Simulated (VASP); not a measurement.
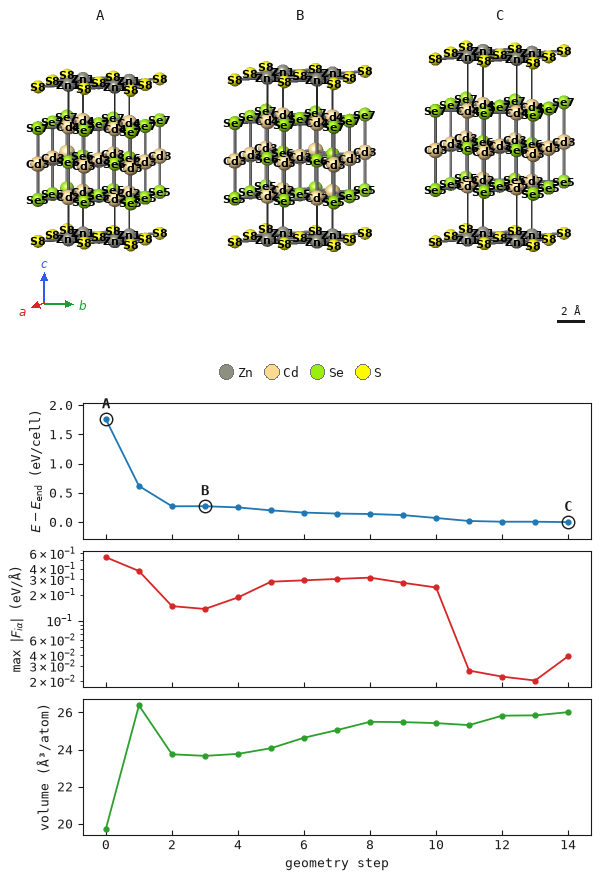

Frames of a relaxation of solid ZnCd3Se3S (a generated structure, set up in P4/mmm), marked on the history of the run. The picture is a ball-and-stick view of the cell of the calculation, seen slightly off an axis.

The run lets cell and atoms move.

Method: Kohn-Sham DFT of a periodic cell, PBE, VASP PAW PBE potentials, recommended (VASP 6.6.1).

The input:
```
SYSTEM = ZnCd3Se3S
PREC     = Normal         ! precision mode
ENCUT    = 520            ! plane-wave cutoff, eV
EDIFF    = 1E-4           ! SCF threshold, eV
ISMEAR   = 0              ! smearing method
SIGMA    = 0.15           ! smearing width, eV
LREAL    = .FALSE.        ! projectors in reciprocal space
LASPH    = .TRUE.         ! aspherical terms in the spheres
NELM     = 60             ! most SCF steps
ALGO     = Fast           ! electronic algorithm
ISIF     = 3              ! what is computed and relaxed
LWAVE    = .FALSE.        ! write WAVECAR
LCHARG   = .FALSE.        ! write CHGCAR
GGA      = PE             ! functional
IBRION   = 2              ! ionic algorithm
NSW      = 24             ! ionic steps
EDIFFG   = -0.08          ! ionic threshold
```

Command:
```bash
cat potpaw_PBE.64/Zn/POTCAR potpaw_PBE.64/Cd/POTCAR potpaw_PBE.64/Se/POTCAR potpaw_PBE.64/S/POTCAR > POTCAR
mpirun -np 1 vasp_std > vasp.out
```

Question: What happens along the run?

Answer: Over 14 geometry steps the energy falls by 1.757 eV per cell of the calculation. The largest force component goes from 0.54 to 0.039 eV/Å. Pressure: 17.11 GPa at the start and −0.11 GPa at the end. The largest moves relative to the cell, 0.34 Å, are those of Cd2 and Cd4. Cd2 goes along +c. By element the largest moves are Cd 0.34 Å, Se 0.21 Å. Zn and S stay in place. Cell: a = b 3.665 → 3.870 Å (+5.6 %), c 11.752 → 13.892 Å (+18.2 %). Volume +31.8 %. Among the contacts that change: Cd3–Se5 2.724 → 3.008 Å, Cd2–Se6 2.690 → 2.845 Å, Cd2–Se5 2.592 → 2.742 Å, Zn1–S8 2.592 → 2.737 Å. Bond angles that change, for instance: Se7–Cd4–Se7 178.5° → 173.2°, Cd4–Se7–Cd4 178.5° → 173.2°, Cd3–Se7–Cd4 89.2° → 86.6°. The space group stays P4/mmm (No. 123). The volume changes by over a tenth within one run on a fixed set of plane waves, so the end point should be relaxed again from the new cell. From step 0 to 3: Cd atoms move most (0.02 Å), volume +19.9 %, energy −1.486 eV per cell of the calculation. From step 3 to 14: Cd atoms move most (0.36 Å), volume +10.0 %, energy −0.272 eV per cell of the calculation.

Limits of the set-up: layers or molecules are held without a dispersion correction, so their spacing is unreliable.
